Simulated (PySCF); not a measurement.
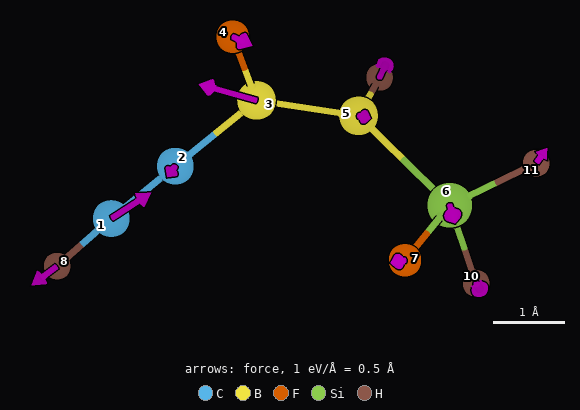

Starting geometry of C₂H₄B₂F₂Si with the computed forces as purple arrows. A ball-and-stick model, seen face on.

The start comes from GFN2-xTB. Its atoms were then displaced at random by about 0.01 Å.

These are results of PBE0-D3(BJ)/def2-SVP geometry optimisation, gas phase (PySCF 2.14.0, density-fitted response routines), not measurements. 

What follows when this structure is relaxed?

It isn't relaxed: the largest force vector, on a B atom, is 2.08 eV/Å. The final displacements have little in common with the starting forces (cosine between the two patterns 0.29). After 9 geometry steps the energy has fallen by 5.08 kcal/mol. An H atom moves most after the best rigid fit: 0.22 Å. By element the largest moves are H 0.22 Å, F 0.14 Å, B 0.11 Å, C 0.11 Å, Si 0.09 Å. Near-neighbour distances that change, for instance: B–B 1.627 → 1.680 Å, B–H 1.162 → 1.210 Å, B–Si 1.961 → 2.004 Å, H–Si 1.455 → 1.495 Å. Among the angles between lasting bonds that change: C–B–F 113.7° → 120.3°, F–Si–H 101.7° → 107.4°, B–Si–H 115.7° → 110.1°.
